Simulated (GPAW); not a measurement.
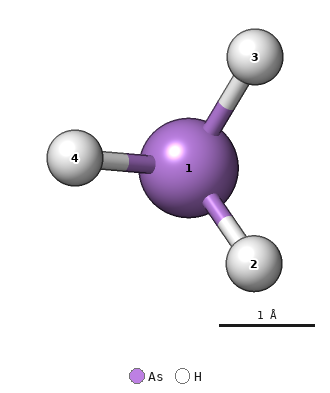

**Figure 1.** The input geometry (ball-and-stick view, seen on its broad side; atoms are numbered from 1 in the order of the input). Bond lengths as drawn: As–H 1.52 Å.

## Property calculation of AsH$_{3}$

System: AsH$_{3}$, SMILES [AsH3].
Method: SVWN5/szp(dzp), scalar-relativistic datasets (GPAW 26.7.0).

The geometry comes from this level: PBE0-D4/def2-TZVP.

**The input (sp.py)**
```python
import numpy as np
from ase import Atoms
from ase.units import Bohr, Debye
from gpaw import GPAW, setup_paths
from gpaw.atom.configurations import parameters
from gpaw.atom.generator import Generator

positions_bohr = np.array(
              [[ -0.407803,   0.921430,  -0.653845],
               [  0.661215,   1.191094,   2.001976],
               [ -2.018228,  -1.333202,   0.115462],
               [  1.764815,  -0.779512,  -1.463593]])
system = Atoms(["As", "H", "H", "H"], positions=positions_bohr * Bohr)
system.center(vacuum=5.0)

for symbol in ["As", "H"]:
    Generator(symbol, xcname="LDA_X+LDA_C_VWN", scalarrel=True, nofiles=True, txt=None).run(**parameters[symbol])
setup_paths.insert(0, ".")

calc = GPAW(mode="lcao",
            basis="szp(dzp)",
            xc="LDA_X+LDA_C_VWN",
            maxiter=80,
            nbands=-5,
            h=0.2,
            txt="mol.txt")
system.calc = calc

energy = system.get_potential_energy()
print(f"Energy = {energy:.5f} eV")
forces = system.get_forces()
print("Forces (eV/Ang)")
for symbol, f in zip(system.symbols, forces):
    print(f'{symbol:2} {f[0]:9.4f} {f[1]:9.4f} {f[2]:9.4f}')
dipole = system.get_dipole_moment() / Debye
print(f"Dipole                  {np.linalg.norm(dipole):.3f} D")
homo, lumo = calc.get_homo_lumo()
print(f"HOMO: {homo:.3f} eV")
print(f"LUMO: {lumo:.3f} eV")
print(f"Gap = {lumo - homo:.3f} eV")

nsc = {}
for xc in ["LDA", "GGA_XC_B97_D", "PBE", "PW91", "PBEsol", "AM05"]:
    nsc[xc] = energy + calc.get_xc_difference(xc)
    print(f'{xc:32} {nsc[xc]:12.4f} eV')
```

Launched with:
```bash
python3 sp.py
```

**The program's output**
```
Energy = -13.29858 eV
Forces (eV/Ang)
As   -1.0010    2.2577   -1.6050
H     0.5704   -0.0687    1.3510
H    -0.6595   -1.2274    0.4910
H     1.0837   -0.9644   -0.2417
Dipole                  0.058 D
HOMO: -7.497 eV
LUMO: -0.069 eV
Gap = 7.429 eV
LDA                                  -12.9267 eV
GGA_XC_B97_D                        -135.3149 eV
PBE                                  -96.1406 eV
PW91                                -106.0154 eV
PBEsol                               -52.4127 eV
AM05                                 -17.4131 eV
```

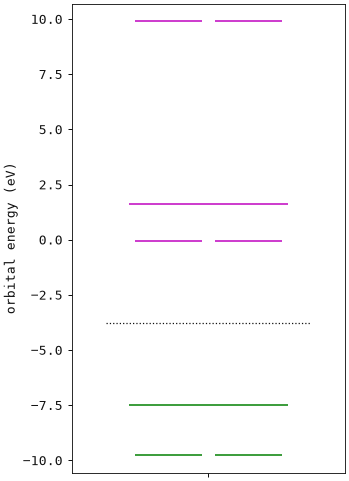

**Figure 2.** Orbital energies near the frontier; the dotted line parts filled from empty levels, and levels within 0.02 eV of each other stand side by side. Highest filled −7.50 eV, lowest empty −0.07 eV, 7.43 eV apart.

**Summary**

```json
{"quantity": "outcome", "value": "converged"}
{"quantity": "energy relative to the program's reference atoms", "value": "−13.2986 eV"}
{"quantity": "basis functions", "value": "21"}
{"quantity": "largest force", "value": "2.945 eV/Å"}
{"quantity": "HOMO", "value": "−7.50 eV"}
{"quantity": "LUMO", "value": "−0.07 eV"}
{"quantity": "dipole moment", "value": "0.06 D"}
{"quantity": "hardware", "value": "1 thread of AMD EPYC (Zen 5), 16 GiB of memory available, shared host"}
{"quantity": "wall time", "value": "5.5 s"}
{"quantity": "peak memory", "value": "0.49 GiB"}
```

**Notes**

Settings chosen away from the usual ones: nbands set to -5. Further notes kept with the run: datasets made with stock radii, not tested.
